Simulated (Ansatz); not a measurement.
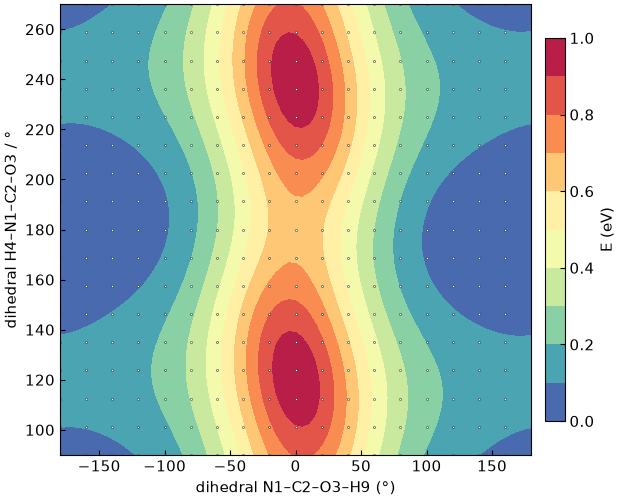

CH₆NO, SMILES [NH3+]CO, charge +1. Coordinates scanned: (1) dihedral N1–C2–O3–H9; (2) dihedral H4–N1–C2–O3. Nothing is relaxed (all other coordinates rigid). The scan uses an 18 × 17 grid; 154 points were computed and 152 follow by symmetry. Points are written as (first, second). Energies are in eV, from the lowest grid point. Level of theory: RHF-MP2, frozen core/def2-TZVP (Ansatz).

In the figure: filled contours, dots at the grid points. Between grid points the surface is interpolated.

The lowest grid point is at (−180°, 180.0°). The energy also falls towards the edge at (−160°, 90.0°) (0.07 eV above the lowest) and (160°, 270.0°) (0.07 eV above the lowest), where a further well may lie outside the range. The highest grid point, (0°, 123.8°), lies 0.97 eV above the lowest. On the interpolated surface the easiest way out of the lowest well to its copy in the next cell or period passes a barrier of about 0.67 eV. At the highest point the unbonded atoms H5···H9 come to 1.60 Å, against 3.34 Å at the lowest; the sum of their van der Waals radii is about 2.4 Å.

The level of theory is changed to RKS PBE0-D4/def2-TZVP in Ansatz; with it change the reference geometry, relaxed at the new level; the new grid has 15 × 15 points.

Q: What does this change do to the map?

A: The lowest place stays at (−180°, 180.0°). The easiest pass out of the lowest well goes from about 0.67 to about 0.63 eV on the interpolated surfaces. The curvature at the minimum changes from about 0.058 to 0.041 eV/rad² along dihedral N1–C2–O3–H9 and by less than a tenth (about 0.54) eV/rad² along dihedral H4–N1–C2–O3. In the new map: at the highest point the unbonded atoms H5···H9 come to 1.65 Å, against 3.35 Å at the lowest; the sum of their van der Waals radii is about 2.4 Å.

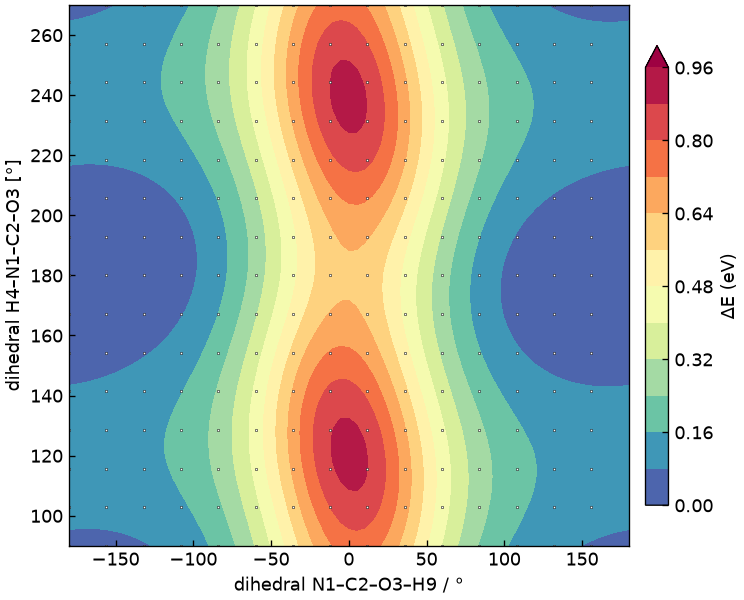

The map after the change, on a colour scale of its own. In the figure: filled contours, dots at the grid points, one colour for all values above the top of the scale. Between grid points the surface is interpolated.
